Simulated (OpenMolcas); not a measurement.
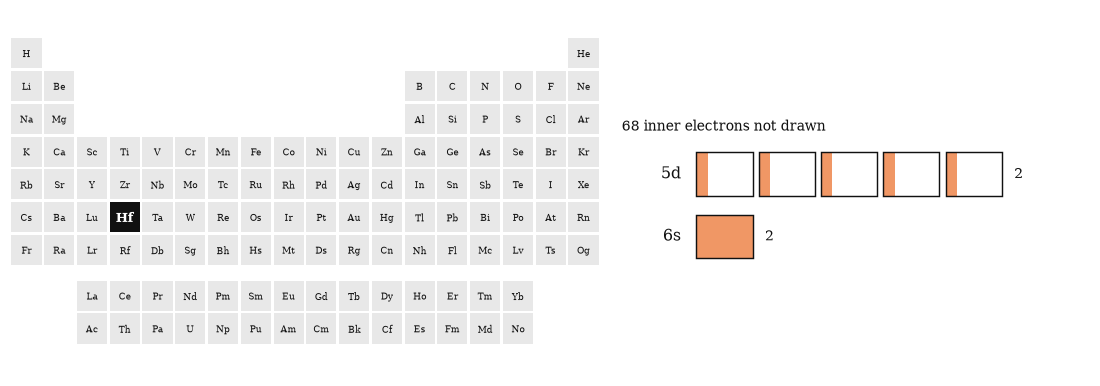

Left, the place of hafnium in the periodic table; right, the outer shells of the leading configuration of the lowest level: a box for each of the 2l + 1 orbitals, shaded by the share of the shell that is filled, with the electron count at the right.

## Hf: multiconfigurational calculation (part 1 of 2)

- system: Hf.
- method: state-averaged CASSCF, active space 4 electrons in the shells 5d 6s, basis ANO-RCC-VDZ, DKH3 scalar Hamiltonian, spin-orbit coupling by RASSI with atomic mean-field integrals (OpenMolcas)

### Results in brief

- outcome: converged
- lowest level: 5d² 6s² ³F₂
- first excited level: 5d² 6s² ³F₃, 2,136 cm⁻¹ (measured: 2,357)
- energy of the lowest spin-free term: −15076.04507 hartree
- energy of the lowest spin-orbit level: −15076.05740 hartree
- largest spread among components of a term: 0.0 cm⁻¹
- hardware: 1 CPU thread, shared host
- wall time: 36 s

### Remarks

Against measured levels the run misses widely: 5d2 6s2 1D J = 2 comes out at 8,668 cm⁻¹ where 5,639 cm⁻¹ is measured. Without dynamic correlation the gaps between configurations can be off by an electronvolt or more. To bear in mind: single d shell misplaces d against s configurations; only configurations of the active space are included; spin-free states above about 31,000 cm⁻¹ are left out of the spin-orbit step; levels of higher terms that fall inside the range are not drawn; some levels are strong mixtures of terms (leading term under 70 %).

### Input
```
&GATEWAY
Coord
1

Hf 0.0 0.0 0.0
Basis=ANO-RCC-VDZ
Group=XYZ
NoMove
AngMom=0.0 0.0 0.0
AMFI
&SEWARD
Relativistic=R03O02
&RASSCF
FileOrb=start.orb
Symmetry=1
Spin=5
nActEl=4 0 0
Inactive=15 19
Ras2=6 0
CIRoot=15 15 1
SDav=15
CIMx=300
Iter=120 100
PrWF=0.3
OrbListing=Nothing
MaxOrb=0
Atom
>>> COPY $Project.JobIph JOB001
&RASSCF
FileOrb=start.orb
Symmetry=1
Spin=3
nActEl=4 0 0
Inactive=15 19
Ras2=6 0
CIRoot=55 55 1
SDav=105
CIMx=300
Iter=120 100
PrWF=0.3
OrbListing=Nothing
MaxOrb=0
Atom
>>> COPY $Project.JobIph JOB002
&RASSCF
FileOrb=start.orb
Symmetry=1
Spin=1
nActEl=4 0 0
Inactive=15 19
Ras2=6 0
CIRoot=50 50 1
SDav=105
CIMx=300
Iter=120 100
PrWF=0.3
OrbListing=Nothing
MaxOrb=0
Atom
>>> COPY $Project.JobIph JOB003
&RASSI
NrOfJobIphs=3 10 55 24
1 2 3 4 5 6 7 8 9 10
1 2 3 4 5 6 7 8 9 10 11 12 13 14 15 16 17 18 19 20 21 22 23 24 25 26 27
28 29 30 31 32 33 34 35 36 37 38 39 40 41 42 43 44 45 46 47 48 49 50 51
52 53 54 55
1 2 3 4 5 6 7 8 9 10 11 12 13 14 15 16 17 18 19 20 21 22 23 24
IphNames
JOB001
JOB002
JOB003
EJob
SpinOrbit
DIPRint=1.0
SOCoupling=1000.0
Subsets=2
MEES
Property=10
'ANGMOM' 1 'ANGMOM' 2 'ANGMOM' 3 'MLTPL  1' 1 'MLTPL  1' 2 'MLTPL  1' 3
'AMFI' 1 'AMFI' 2 'AMFI' 3 'MLTPL  2' 6
SOProperty=3
'ANGMOM' 1 'ANGMOM' 2 'ANGMOM' 3
```

The file start.orb holds starting orbitals from an earlier step. A driver script formed the levels outside the program, from RASSI's spin-orbit matrix and the active-space energies, averaged over the components of each term or state.

Run as:
```bash
OMP_NUM_THREADS=1 MOLCAS_MEM=2252 MOLCAS_PROJECT=a pymolcas a.inp > a.log  # once for each step of the input, in one work folder
```

### Log (extracts)
```
--- SEWARD ---
Basis set label: HF.ANO-RCC...7S6P4D2F.

      Electronic valence basis set:
      ------------------
      Associated Effective Charge  72.000000 au
      Associated Actual Charge     72.000000 au
      Nuclear Model: Point charge

      Shell  nPrim  nBasis  Cartesian Spherical Contaminant
         s      24       7        X
         p      21       6        X
         d      15       4                 X
         f      11       2                 X
Relativistic=R03O02
                  Relativistic Douglas-Kroll-Hess integrals:
                    - DKH order of Hamiltonian: 3
                    - DKH order of Properties : 2
--- RASSCF ---
Wave function specifications:
      -----------------------------

      Number of closed shell electrons          68
      Number of electrons in active shells       4
      Max number of holes in RAS1 space          0
      Max nr of electrons in RAS3 space          0
      Number of inactive orbitals               34
      Number of active orbitals                  6
      Number of secondary orbitals              19
      Spin quantum number                      2.0
      State symmetry                             1
Orbital specifications:
      -----------------------

      Symmetry species                           1   2
                                                ag  au
      Frozen orbitals                            0   0
      Inactive orbitals                         15  19
      Active orbitals                            6   0
      RAS1 orbitals                              0   0
      RAS2 orbitals                              6   0
      RAS3 orbitals                              0   0
      Secondary orbitals                         6  13
      Deleted orbitals                           0   0
      Number of basis functions                 27  32
      Number of CSFs                            15
      Number of root(s) required                15
      Iter CI   SX   CI       RASSCF       Energy    max ROT     max BLB   max BLB  Level Ln srch  Step   QN
          iter iter root      energy       change     param      element    value   shift minimum  type update
 Nr of preliminary CI iterations:   1
      Total energies have been shifted. Add               -15000.00 au
        1   1    3    0   -75.95422519    0.00E+00   8.37E-07   17  20 2 -2.61E-06   0.35   0.00    SX    NO
        2   1    3    0   -75.95422519   -4.73E-11   3.60E-07   17  20 2 -8.49E-07   0.35   0.00    SX    NO
        3   1    2    0   -75.95422519    3.64E-12   1.16E-07   14  27 2 -6.21E-07   0.35   0.00    SX    NO
        4   1    2    0   -75.95422519   -1.27E-11  -9.81E-08   14  27 2  6.29E-07   0.35   0.00    SX    NO
      Convergence after  4 iterations
        5   1    2    0   -75.95422519    1.46E-11  -9.81E-08   14  27 2 -6.39E-07   0.35   0.00    SX    NO
      Natural orbitals and occupation numbers for root  1
      sym 1:   1.000000   0.377754   0.377754   0.622246   0.622246   1.000000
      Natural orbitals and occupation numbers for root  2
      sym 1:   0.737413   0.262587   0.737413   0.262587   1.000000   1.000000
      Natural orbitals and occupation numbers for root  3
      sym 1:   1.000000   0.138380   0.138380   0.861620   0.861620   1.000000
::    RASSCF root number  1 Total energy: -15076.00676839
::    RASSCF root number  2 Total energy: -15076.00676839
::    RASSCF root number  3 Total energy: -15076.00676839
::    RASSCF root number  4 Total energy: -15076.00676839
::    RASSCF root number  5 Total energy: -15076.00676839
::    RASSCF root number  6 Total energy: -15076.00676839
::    RASSCF root number  7 Total energy: -15076.00676839
::    RASSCF root number  8 Total energy: -15075.97183714
::    RASSCF root number  9 Total energy: -15075.97183714
::    RASSCF root number 10 Total energy: -15075.97183714
::    RASSCF root number 11 Total energy: -15075.87009753
::    RASSCF root number 12 Total energy: -15075.87009753
::    RASSCF root number 13 Total energy: -15075.87009753
::    RASSCF root number 14 Total energy: -15075.87009753
::    RASSCF root number 15 Total energy: -15075.87009753
--- RASSCF ---
Wave function specifications:
      -----------------------------

      Number of closed shell electrons          68
      Number of electrons in active shells       4
      Max number of holes in RAS1 space          0
      Max nr of electrons in RAS3 space          0
      Number of inactive orbitals               34
      Number of active orbitals                  6
      Number of secondary orbitals              19
      Spin quantum number                      1.0
      State symmetry                             1
Orbital specifications:
      -----------------------

      Symmetry species                           1   2
                                                ag  au
      Frozen orbitals                            0   0
      Inactive orbitals                         15  19
      Active orbitals                            6   0
      RAS1 orbitals                              0   0
      RAS2 orbitals                              6   0
      RAS3 orbitals                              0   0
      Secondary orbitals                         6  13
      Deleted orbitals                           0   0
      Number of basis functions                 27  32
      Number of CSFs                           105
      Number of root(s) required                55
      Iter CI   SX   CI       RASSCF       Energy    max ROT     max BLB   max BLB  Level Ln srch  Step   QN
          iter iter root      energy       change     param      element    value   shift minimum  type update
 Nr of preliminary CI iterations:   1
      Total energies have been shifted. Add               -15000.00 au
        1   1    5    0   -75.95284345    0.00E+00   1.32E-02   17  23 2 -2.07E-02*  0.28   0.00    SX    NO
        2   1    5    0   -75.95385617   -1.01E-03*  1.19E-02   14  27 2 -2.20E-02*  0.28   0.00    SX    NO
        3   1    5    0   -75.95395868   -1.03E-04*  5.21E-03   14  27 2  2.23E-02*  0.27   0.00    SX    NO
        4   1    5    0   -75.95398633   -2.77E-05*  5.32E-03   14  27 2 -2.32E-02*  0.27   0.00    SX    NO
        5   1    5    0   -75.95398160    4.73E-06*  1.75E-03   14  27 2  2.40E-02*  0.27   0.50    SX   YES
        6   1    5    0   -75.95421545   -2.34E-04*  1.76E-03   14  27 2 -9.75E-03*  0.27   0.71    QN   YES
        7   1    4    0   -75.95426307   -4.76E-05*  1.21E-03   21  22 1 -6.43E-04*  0.27   1.03    QN   YES
        8   1    4    0   -75.95426435   -1.28E-06*  1.44E-03   21  22 1 -3.58E-04*  0.27   2.20    LS   YES
        9   1    4    0   -75.95426489   -5.42E-07*  1.06E-04   14  27 2  3.59E-04*  0.27   1.00    QN   YES
       10   1    3    0   -75.95426495   -6.53E-08*  7.06E-06   14  27 2  2.64E-05   0.27   1.08    QN   YES
       11   1    2    0   -75.95426495   -3.69E-10   1.08E-07   17  23 2 -3.63E-07   0.27   1.01    QN   YES
      Convergence after 11 iterations
       12   1    2    0   -75.95426495   -1.82E-11   1.08E-07   17  23 2 -7.11E-08   0.27   1.01    QN   YES
      Natural orbitals and occupation numbers for root  1
      sym 1:   0.757401   0.754983   0.030439   0.260584   0.258006   1.938588
      Natural orbitals and occupation numbers for root  2
      sym 1:   0.853545   0.852116   0.164388   0.161621   0.030175   1.938156
      Natural orbitals and occupation numbers for root  3
      sym 1:   0.729539   0.286127   0.028706   0.726317   0.290625   1.938685
::    RASSCF root number  1 Total energy: -15076.04506791
::    RASSCF root number  2 Total energy: -15076.04506791
::    RASSCF root number  3 Total energy: -15076.04506791
::    RASSCF root number  4 Total energy: -15076.04506791
::    RASSCF root number  5 Total energy: -15076.04506791
::    RASSCF root number  6 Total energy: -15076.04506791
::    RASSCF root number  7 Total energy: -15076.04506791
::    RASSCF root number  8 Total energy: -15076.03132296
::    RASSCF root number  9 Total energy: -15076.03132296
::    RASSCF root number 10 Total energy: -15076.03132296
::    RASSCF root number 11 Total energy: -15075.95495324
::    RASSCF root number 12 Total energy: -15075.95495324
::    RASSCF root number 13 Total energy: -15075.95495324
::    RASSCF root number 14 Total energy: -15075.95495324
::    RASSCF root number 15 Total energy: -15075.95495324
::    RASSCF root number 16 Total energy: -15075.95495324
::    RASSCF root number 17 Total energy: -15075.95495324
::    RASSCF root number 18 Total energy: -15075.95495324
::    RASSCF root number 19 Total energy: -15075.95495324
::    RASSCF root number 20 Total energy: -15075.94182069
::    RASSCF root number 21 Total energy: -15075.94182069
::    RASSCF root number 22 Total energy: -15075.94182069
::    RASSCF root number 23 Total energy: -15075.94182069
::    RASSCF root number 24 Total energy: -15075.94182069
::    RASSCF root number 25 Total energy: -15075.94182069
::    RASSCF root number 26 Total energy: -15075.94182069
::    RASSCF root number 27 Total energy: -15075.94182069
::    RASSCF root number 28 Total energy: -15075.94182069
::    RASSCF root number 29 Total energy: -15075.94182069
::    RASSCF root number 30 Total energy: -15075.94182069
--- RASSCF ---
Wave function specifications:
      -----------------------------

      Number of closed shell electrons          68
      Number of electrons in active shells       4
      Max number of holes in RAS1 space          0
      Max nr of electrons in RAS3 space          0
      Number of inactive orbitals               34
      Number of active orbitals                  6
      Number of secondary orbitals              19
      Spin quantum number                      0.0
      State symmetry                             1
Orbital specifications:
      -----------------------

      Symmetry species                           1   2
                                                ag  au
      Frozen orbitals                            0   0
      Inactive orbitals                         15  19
      Active orbitals                            6   0
      RAS1 orbitals                              0   0
      RAS2 orbitals                              6   0
      RAS3 orbitals                              0   0
      Secondary orbitals                         6  13
      Deleted orbitals                           0   0
      Number of basis functions                 27  32
      Number of CSFs                           105
      Number of root(s) required                50
      Iter CI   SX   CI       RASSCF       Energy    max ROT     max BLB   max BLB  Level Ln srch  Step   QN
          iter iter root      energy       change     param      element    value   shift minimum  type update
 Nr of preliminary CI iterations:   1
      Total energies have been shifted. Add               -15000.00 au
        1   1    5    0   -75.93310448    0.00E+00  -3.56E-03   15  21 1 -5.24E-03*  0.27   0.00    SX    NO
        2   1    5    0   -75.93317405   -6.96E-05*  3.24E-03   14  27 2 -4.83E-03*  0.27   0.00    SX    NO
        3   1    5    0   -75.93318362   -9.57E-06*  1.52E-03   14  27 2  4.90E-03*  0.27   0.00    SX    NO
        4   1    5    0   -75.93318656   -2.94E-06*  1.40E-03   14  27 2 -5.10E-03*  0.27   0.00    SX    NO
        5   1    5    0   -75.93318688   -3.21E-07*  6.37E-04   14  27 2  5.27E-03*  0.27   0.50    SX   YES
        6   1    5    0   -75.93318668    2.02E-07*  5.01E-04   14  27 2 -5.42E-03*  0.27   0.50    SX   YES
        7   1    5    0   -75.93319826   -1.16E-05*  1.85E-04   14  27 2  2.28E-03*  0.27   0.70    QN   YES
        8   1    3    0   -75.93320081   -2.55E-06*  1.96E-04   21  22 1 -1.14E-04*  0.27   1.02    QN   YES
        9   1    3    0   -75.93320085   -3.76E-08*  2.38E-04   21  22 1 -6.48E-05   0.27   2.21    LS   YES
       10   1    4    0   -75.93320086   -1.68E-08* -1.69E-05   14  27 2 -4.22E-05   0.27   1.03    QN   YES
       11   1    3    0   -75.93320086   -8.69E-10  -7.11E-07   17  20 2  1.74E-06   0.27   1.03    QN   YES
      Convergence after 11 iterations
       12   1    3    0   -75.93320086   -2.00E-11  -7.11E-07   17  20 2  5.52E-07   0.27   1.03    QN   YES
      Natural orbitals and occupation numbers for root  1
      sym 1:   0.074769   0.442152   0.534883   0.474329   0.566462   1.907404
      Natural orbitals and occupation numbers for root  2
      sym 1:   0.075384   0.480165   0.534541   0.566813   0.435701   1.907396
      Natural orbitals and occupation numbers for root  3
      sym 1:   0.516156   0.583529   0.585902   0.168842   0.238879   1.906691
::    RASSCF root number  1 Total energy: -15076.02439869
::    RASSCF root number  2 Total energy: -15076.02439869
::    RASSCF root number  3 Total energy: -15076.02439869
::    RASSCF root number  4 Total energy: -15076.02439869
::    RASSCF root number  5 Total energy: -15076.02439869
::    RASSCF root number  6 Total energy: -15076.00597915
::    RASSCF root number  7 Total energy: -15076.00597915
::    RASSCF root number  8 Total energy: -15076.00597915
::    RASSCF root number  9 Total energy: -15076.00597915
::    RASSCF root number 10 Total energy: -15076.00597915
::    RASSCF root number 11 Total energy: -15076.00597915
::    RASSCF root number 12 Total energy: -15076.00597915
::    RASSCF root number 13 Total energy: -15076.00597915
::    RASSCF root number 14 Total energy: -15076.00597915
::    RASSCF root number 15 Total energy: -15075.93119736
::    RASSCF root number 16 Total energy: -15075.91026444
::    RASSCF root number 17 Total energy: -15075.91026444
::    RASSCF root number 18 Total energy: -15075.91026444
::    RASSCF root number 19 Total energy: -15075.91026444
::    RASSCF root number 20 Total energy: -15075.91026444
::    RASSCF root number 21 Total energy: -15075.91026444
::    RASSCF root number 22 Total energy: -15075.91026444
::    RASSCF root number 23 Total energy: -15075.91026444
::    RASSCF root number 24 Total energy: -15075.91026444
::    RASSCF root number 25 Total energy: -15075.90388834
::    RASSCF root number 26 Total energy: -15075.90388834
::    RASSCF root number 27 Total energy: -15075.90388834
::    RASSCF root number 28 Total energy: -15075.90388834
::    RASSCF root number 29 Total energy: -15075.90388834
::    RASSCF root number 30 Total energy: -15075.90388834
```

(Continued in part 2.)
